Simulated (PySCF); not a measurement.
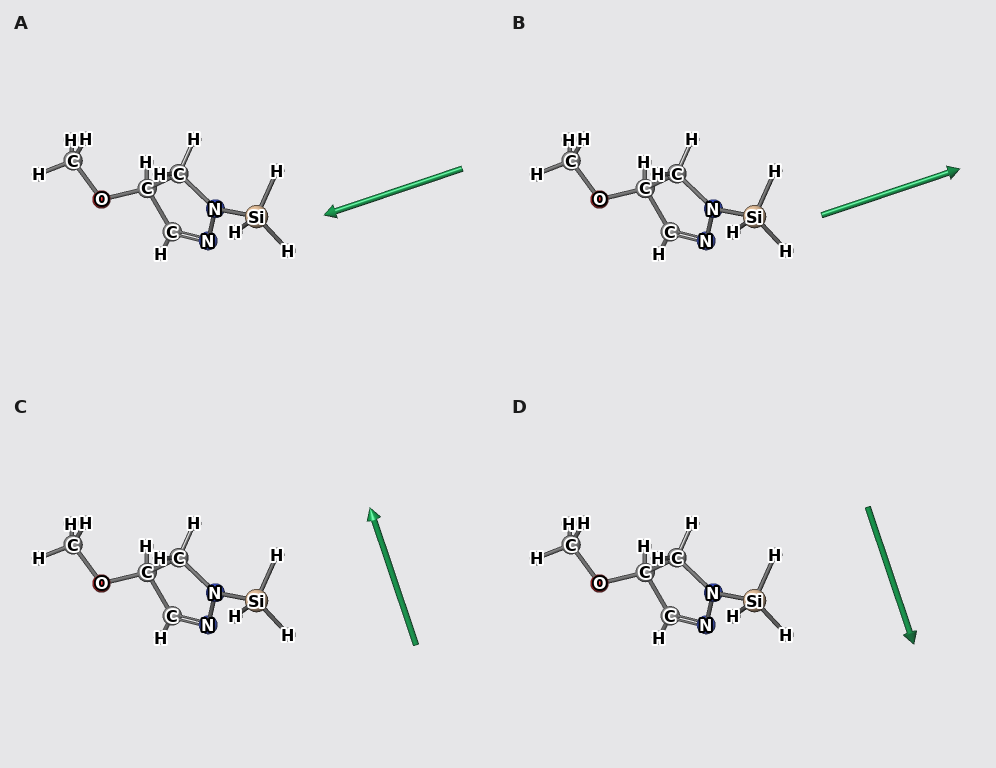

The same molecule four times, each with an arrow. The computed structure is the end point of a GFN2-xTB optimisation. No frequency run is at hand to confirm it as a minimum. Properties computed with PBE0/pcSseg-1, gas phase (PySCF 2.14.0).

Which arrow points along the dipole moment, from the negative to the positive end?

C. The dipole moment is 2.87 D.

The geometry is semi-empirical. Around Si such bond lengths and angles can be off by a tenth of an ångström or more and by several degrees, and values that hang on the shape move with them.
